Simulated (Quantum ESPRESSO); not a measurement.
# KMgF3 (Pm-3m): zone-centre phonons

Aim: the zone-centre modes of KMgF3 (Pm-3m).

Program: Quantum ESPRESSO 7.5. Level of theory: DFT LDA, scalar-relativistic, plane waves, PseudoDojo norm-conserving pseudopotentials. Results are calculated unless marked as measured.

### Step 1. Starting point

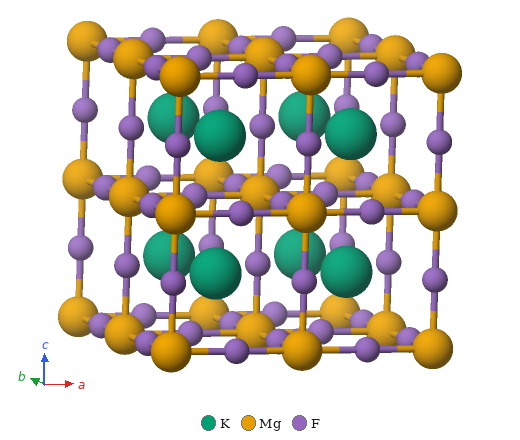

The cell as given, slightly off an axis (potassium teal, magnesium orange, fluorine purple). 2×2×2 cells are drawn. Some periodic images of atoms are drawn too.

Coordinates:

```cif
data_structure
_symmetry_space_group_name_H-M 'P 1'
_symmetry_Int_Tables_number 1
_cell_length_a 3.9859
_cell_length_b 3.9859
_cell_length_c 3.9859
_cell_angle_alpha 90.000
_cell_angle_beta 90.000
_cell_angle_gamma 90.000
_cell_volume 63.33
loop_
_atom_site_label
_atom_site_type_symbol
_atom_site_fract_x
_atom_site_fract_y
_atom_site_fract_z
_atom_site_occupancy
K1 K 0.50000 0.50000 0.50000 1
Mg2 Mg 0.00000 0.00000 0.00000 1
F3 F 0.50000 0.00000 0.00000 1
F4 F 0.00000 0.50000 0.00000 1
F5 F 0.00000 0.00000 0.50000 1
```

### Step 2. A first look

Before anything dear is run, a loose run with smearing shows whether this is a metal and how far the cell is from rest.

probe.in

```
&CONTROL
  calculation = 'scf'
  prefix      = 'x'
  outdir      = './tmp'
  pseudo_dir  = './pseudo'
  tprnfor     = .true.
  tstress     = .true.
  verbosity   = 'high'
/
&SYSTEM
  ibrav       = 0
  nat         = 5
  ntyp        = 3
  ecutwfc     = 92.0
  occupations = 'smearing'
  smearing    = 'gaussian'
  degauss     = 0.01
/
&ELECTRONS
  conv_thr         = 1.0d-07
  mixing_beta      = 0.7
  electron_maxstep = 100
/
ATOMIC_SPECIES
 K      39.0983  K.upf
 Mg     24.3050  Mg.upf
 F      18.9984  F.upf
CELL_PARAMETERS angstrom
     3.985900000    0.000000000    0.000000000
     0.000000000    3.985900000    0.000000000
     0.000000000    0.000000000    3.985900000
ATOMIC_POSITIONS crystal
 K      0.500000000   0.500000000   0.500000000
 Mg     0.000000000   0.000000000   0.000000000
 F      0.500000000   0.000000000   0.000000000
 F      0.000000000   0.500000000   0.000000000
 F      0.000000000   0.000000000   0.500000000
K_POINTS automatic
 4 4 4 0 0 0
```

Launch:

```console
$ OMP_NUM_THREADS=1 mpirun -n 4 pw.x -nk 4 -in probe.in > probe.out
```

What it wrote:

```text
[banners, grids, parts of the stress and lines that vanish by symmetry left out]
Program PWSCF v.7.5
     Message from routine setup:
     using ibrav=0 with symmetry is DISCOURAGED, use correct ibrav instead
[...]
kinetic-energy cutoff     =      92.0000  Ry
     charge density cutoff     =     368.0000  Ry
     scf convergence threshold =      1.0E-07
[...]
Exchange-correlation= SLA  PW   NOGX NOGC
                           (   1   4   0   0   0   0   0)
[...]
48 Sym. Ops., with inversion, found
[...]
(     0          1          0      )
                  (     0          0          1      )
[...]
(  0.0000000  1.0000000  0.0000000 )
                  (  0.0000000  0.0000000  1.0000000 )
[...]
(     0         -1          0      )
                  (     0          0          1      )
[...]
( -1.0000000  0.0000000  0.0000000 )
                  (  0.0000000  1.0000000  0.0000000 )
[...]
number of k points=    10  Gaussian smearing, width (Ry)=  0.0100
[...]
End of self-consistent calculation
[...]
the Fermi energy is     6.6483 ev
!    total energy              =    -326.58644103 Ry
[...]
convergence has been achieved in   7 iterations
[...]
atom    1 type  1   force =     0.00000000    0.00000000    0.00000000
     atom    2 type  2   force =     0.00000000    0.00000000    0.00000000
     atom    3 type  3   force =     0.00000000    0.00000000    0.00000000
     atom    4 type  3   force =     0.00000000    0.00000000    0.00000000
     atom    5 type  3   force =     0.00000000    0.00000000    0.00000000
[...]
Total force =     0.000000     Total SCF correction =     0.000000
[...]
total   stress  (Ry/bohr**3)                   (kbar)     P=      -45.60
[...]
XML data file, charge density, pseudopotentials, collected wavefunctions

   JOB DONE.
```

It took 5.2 s on 4 MPI ranks of Arm Neoverse V2, shared host.

Numbers from this step:

| Property | Result |
| --- | --- |
| volume per atom | 12.67 Å³ |
| pressure | -4.560 GPa |
| gap on the k-mesh | 6.998 eV |

A gap of 7.0 eV opens on this mesh, so the crystal is taken as an insulator; the start stands at -4.6 GPa.

### Step 3. Relaxing the cell and atoms

The relaxation runs at a cutoff a fifth above that of the response, since stress converges more slowly with the basis than frequencies do. Forces and stress are brought to rest with tight thresholds.

relax.in

```
&CONTROL
  calculation   = 'vc-relax'
  prefix        = 'x'
  outdir        = './tmp'
  pseudo_dir    = './pseudo'
  tprnfor       = .true.
  tstress       = .true.
  forc_conv_thr = 2.0d-05
  etot_conv_thr = 1.0d-07
  nstep         = 40
/
&SYSTEM
  ibrav       = 0
  nat         = 5
  ntyp        = 3
  ecutwfc     = 110
  occupations = 'fixed'
  nbnd        = 22
/
&ELECTRONS
  conv_thr         = 1.0d-11
  mixing_beta      = 0.7
  electron_maxstep = 100
/
&IONS
/
&CELL
  press_conv_thr = 0.2
/
ATOMIC_SPECIES
 K      39.0983  K.upf
 Mg     24.3050  Mg.upf
 F      18.9984  F.upf
CELL_PARAMETERS angstrom
     3.985900000    0.000000000    0.000000000
     0.000000000    3.985900000    0.000000000
     0.000000000    0.000000000    3.985900000
ATOMIC_POSITIONS crystal
 K      0.500000000   0.500000000   0.500000000
 Mg     0.000000000   0.000000000   0.000000000
 F      0.500000000   0.000000000   0.000000000
 F      0.000000000   0.500000000   0.000000000
 F      0.000000000   0.000000000   0.500000000
K_POINTS automatic
 6 6 6 0 0 0
```

Launch:

```console
$ OMP_NUM_THREADS=1 mpirun -n 4 pw.x -nk 4 -in relax.in > relax.out
```

What it wrote:

```text
[banners, grids, parts of the stress and lines that vanish by symmetry left out]
[banner, memory and clock lines left out]
Program PWSCF v.7.5

[...]
kinetic-energy cutoff     =     110.0000  Ry
     charge density cutoff     =     440.0000  Ry
     scf convergence threshold =      1.0E-11
[...]
energy convergence thresh.=      1.0E-07
     force convergence thresh. =      2.0E-05
     press convergence thresh. =      2.0E-01
     Exchange-correlation= SLA  PW   NOGX NOGC
                           (   1   4   0   0   0   0   0)
[...]
48 Sym. Ops., with inversion, found
[...]
number of k points=    20
[...]
End of self-consistent calculation
[...]
highest occupied, lowest unoccupied level (ev):     2.4613    9.4593
!    total energy              =    -326.58652455 Ry
[...]
convergence has been achieved in  11 iterations
[...]
atom    1 type  1   force =     0.00000000    0.00000000    0.00000000
     atom    2 type  2   force =     0.00000000    0.00000000    0.00000000
     atom    3 type  3   force =     0.00000000    0.00000000    0.00000000
     atom    4 type  3   force =     0.00000000    0.00000000    0.00000000
     atom    5 type  3   force =     0.00000000    0.00000000    0.00000000
     Total force =     0.000000     Total SCF correction =     0.000000
[...]
total   stress  (Ry/bohr**3)                   (kbar)     P=      -45.19
[...]
number of bfgs steps    =   0
[...]
CELL_PARAMETERS (angstrom)
[...]
ATOMIC_POSITIONS (crystal)
K                0.5000000000        0.5000000000        0.5000000000
Mg               0.0000000000        0.0000000000        0.0000000000
F                0.5000000000        0.0000000000        0.0000000000
F                0.0000000000        0.5000000000        0.0000000000
[...]
New effective cutoffs (rho, wfc):  446.60  111.69
[...]
End of self-consistent calculation
[...]
highest occupied, lowest unoccupied level (ev):     2.6842    9.8600
!    total energy              =    -326.58900932 Ry
[...]
convergence has been achieved in   7 iterations
[...]
atom    1 type  1   force =     0.00000000    0.00000000    0.00000000
     atom    2 type  2   force =     0.00000000    0.00000000    0.00000000
     atom    3 type  3   force =     0.00000000    0.00000000    0.00000000
     atom    4 type  3   force =     0.00000000    0.00000000    0.00000000
     atom    5 type  3   force =     0.00000000    0.00000000    0.00000000
     Total force =     0.000000     Total SCF correction =     0.000000
[...]
total   stress  (Ry/bohr**3)                   (kbar)     P=      -29.27
[...]
number of bfgs steps    =   1
[...]
CELL_PARAMETERS (angstrom)
[...]
ATOMIC_POSITIONS (crystal)
[...]
New effective cutoffs (rho, wfc):  457.16  114.33
[...]
End of self-consistent calculation
[...]
highest occupied, lowest unoccupied level (ev):     3.0337   10.4891
!    total energy              =    -326.59056185 Ry
[...]
convergence has been achieved in   9 iterations
[...]
atom    1 type  1   force =     0.00000000    0.00000000    0.00000000
     atom    2 type  2   force =     0.00000000    0.00000000    0.00000000
     atom    3 type  3   force =     0.00000000    0.00000000    0.00000000
     atom    4 type  3   force =     0.00000000    0.00000000    0.00000000
[...]
Total force =     0.000000     Total SCF correction =     0.000000
[...]
total   stress  (Ry/bohr**3)                   (kbar)     P=       -1.59
[...]
number of bfgs steps    =   2
[...]
CELL_PARAMETERS (angstrom)
[...]
ATOMIC_POSITIONS (crystal)
[...]
New effective cutoffs (rho, wfc):  457.76  114.48
[...]
End of self-consistent calculation
[...]
highest occupied, lowest unoccupied level (ev):     3.0539   10.5255
!    total energy              =    -326.59056589 Ry
[...]
convergence has been achieved in   7 iterations
[...]
Total force =     0.000000     Total SCF correction =     0.000000
[...]
total   stress  (Ry/bohr**3)                   (kbar)     P=        0.11
[...]
number of bfgs steps    =   3
[...]
CELL_PARAMETERS (angstrom)
[...]
ATOMIC_POSITIONS (crystal)
[...]
New effective cutoffs (rho, wfc):  457.72  114.47
[...]
End of self-consistent calculation
[...]
highest occupied, lowest unoccupied level (ev):     3.0526   10.5232
!    total energy              =    -326.59056591 Ry
[...]
convergence has been achieved in   5 iterations
[...]
atom    3 type  3   force =     0.00000000    0.00000000    0.00000000
     atom    4 type  3   force =     0.00000000    0.00000000    0.00000000
     atom    5 type  3   force =     0.00000000    0.00000000    0.00000000
     Total force =     0.000000     Total SCF correction =     0.000000
[...]
total   stress  (Ry/bohr**3)                   (kbar)     P=       -0.00
[...]
bfgs converged in   5 scf cycles and   4 bfgs steps
[...]
End of BFGS Geometry Optimization
     Final enthalpy           =    -326.5905659121 Ry
     File ./tmp/x.bfgs deleted, as requested
[...]
CELL_PARAMETERS (angstrom)
[...]
ATOMIC_POSITIONS (crystal)
[...]
F                0.0000000000        0.5000000000        0.0000000000
F                0.0000000000        0.0000000000        0.5000000000
[...]
Final scf calculation at the relaxed structure.
[...]
kinetic-energy cutoff     =     110.0000  Ry
     charge density cutoff     =     440.0000  Ry
     scf convergence threshold =      1.0E-13
[...]
press convergence thresh. =      2.0E-01
     Exchange-correlation= SLA  PW   NOGX NOGC
                           (   1   4   0   0   0   0   0)
[...]
48 Sym. Ops., with inversion, found
[...]
number of k points=    20
[...]
c_bands:  1 eigenvalues not converged
[...]
End of self-consistent calculation
[...]
highest occupied, lowest unoccupied level (ev):     3.0526   10.5232
!    total energy              =    -326.59056195 Ry
[...]
convergence has been achieved in  12 iterations
[...]
atom    1 type  1   force =     0.00000000    0.00000000    0.00000000
     atom    2 type  2   force =     0.00000000    0.00000000    0.00000000
     atom    3 type  3   force =     0.00000000    0.00000000    0.00000000
     atom    4 type  3   force =     0.00000000    0.00000000    0.00000000
     atom    5 type  3   force =     0.00000000    0.00000000    0.00000000
     Total force =     0.000000     Total SCF correction =     0.000000
[...]
total   stress  (Ry/bohr**3)                   (kbar)     P=        0.02
[...]
XML data file, charge density, pseudopotentials, collected wavefunctions
```

It took 79 s on 4 MPI ranks.

Relaxation path:

```tsv
step	energy less that of the first step (eV)	largest force (eV/Å)	pressure (GPa)	volume (Å³)
1	0.0000	0.0000	-4.52	63.33
2	-0.0338	0.0000	-2.93	61.88
3	-0.0549	0.0000	-0.16	59.75
4	-0.0550	0.0000	0.01	59.63
5	-0.0550	0.0000	0.00	59.64
6	-0.0549	0.0000	0.00	59.64
```

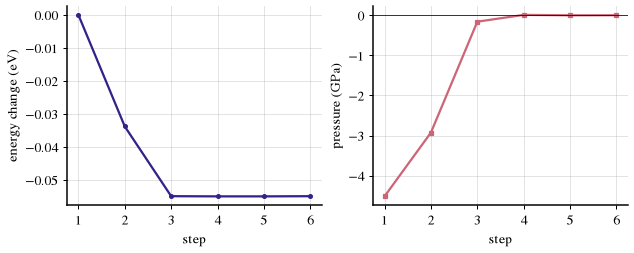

Energy and pressure along the relaxation.

```tsv
conventional cell, symmetrised	before	after	change
a (Å)	3.986	3.907	-2.0 %
b (Å)	3.986	3.907	-2.0 %
c (Å)	3.986	3.907	-2.0 %
volume (Å³/atom)	12.67	11.93	-5.8 %
```

The last row of the table of steps is pw.x's closing run on a basis chosen anew for the final cell, so its energy can jump.

This step gave:

```
volume per atom   : 11.93 Å³
pressure          : 0.002 GPa
gap on the k-mesh : 7.471 eV
```

The volume changes by -5.8 % from the cell with which this run began.

### Step 4. Self-consistent run for the response

Perturbation theory inherits every error of the wavefunctions, so the threshold is set near the limit of the arithmetic. With a gap, occupations are fixed, which also allows the response to an electric field.

scf.in

```
&CONTROL
  calculation = 'scf'
  prefix      = 'x'
  outdir      = './tmp'
  pseudo_dir  = './pseudo'
  tprnfor     = .true.
  tstress     = .true.
/
&SYSTEM
  ibrav       = 0
  nat         = 5
  ntyp        = 3
  ecutwfc     = 92.0
  occupations = 'fixed'
  nbnd        = 22
/
&ELECTRONS
  conv_thr         = 1.0d-12
  mixing_beta      = 0.7
  electron_maxstep = 100
/
ATOMIC_SPECIES
 K      39.0983  K.upf
 Mg     24.3050  Mg.upf
 F      18.9984  F.upf
CELL_PARAMETERS angstrom
     3.906946635    0.000000000    0.000000000
     0.000000000    3.906946635    0.000000000
     0.000000000    0.000000000    3.906946635
ATOMIC_POSITIONS crystal
 K      0.500000000   0.500000000   0.500000000
 Mg     0.000000000   0.000000000   0.000000000
 F      0.500000000   0.000000000   0.000000000
 F      0.000000000   0.500000000   0.000000000
 F      0.000000000   0.000000000   0.500000000
K_POINTS automatic
 8 8 8 0 0 0
```

Launch:

```console
$ OMP_NUM_THREADS=1 mpirun -n 4 pw.x -nk 4 -in scf.in > scf.out
```

What it wrote:

```text
[banners, grids, parts of the stress and lines that vanish by symmetry left out]
[banner, memory and clock lines left out]
Program PWSCF v.7.5

[...]
kinetic-energy cutoff     =      92.0000  Ry
     charge density cutoff     =     368.0000  Ry
     scf convergence threshold =      1.0E-12
[...]
Exchange-correlation= SLA  PW   NOGX NOGC
                           (   1   4   0   0   0   0   0)
[...]
48 Sym. Ops., with inversion, found
[...]
number of k points=    35
[...]
End of self-consistent calculation
[...]
highest occupied, lowest unoccupied level (ev):     3.0526   10.5232
!    total energy              =    -326.59047992 Ry
[...]
convergence has been achieved in  12 iterations
[...]
atom    1 type  1   force =     0.00000000    0.00000000    0.00000000
     atom    2 type  2   force =     0.00000000    0.00000000    0.00000000
     atom    3 type  3   force =     0.00000000    0.00000000    0.00000000
     atom    4 type  3   force =     0.00000000    0.00000000    0.00000000
     atom    5 type  3   force =     0.00000000    0.00000000    0.00000000
     Total force =     0.000000     Total SCF correction =     0.000000
[...]
total   stress  (Ry/bohr**3)                   (kbar)     P=       -0.11
[...]
XML data file, charge density, pseudopotentials, collected wavefunctions
```

Run time: 20 s. Hardware: 4 MPI ranks.

Numbers from this step:

| Item | Value |
| --- | --- |
| pressure | -0.01100 GPa |

The cell stands at -0.011 GPa, close enough for phonons.

[end of part 1 of 4]

[Host names and launcher messages were left out of these logs when they were recorded.]

[Logs are printed without paths, hosts, clocks, repeated set-up lines and the standing remarks that a program may print on its own settings, such as how far it seeks lower states.]

[Hosts, paths, dates, database ids (printed as entryN), source tags and the programs' standing remarks are cut or masked in the printed files.]
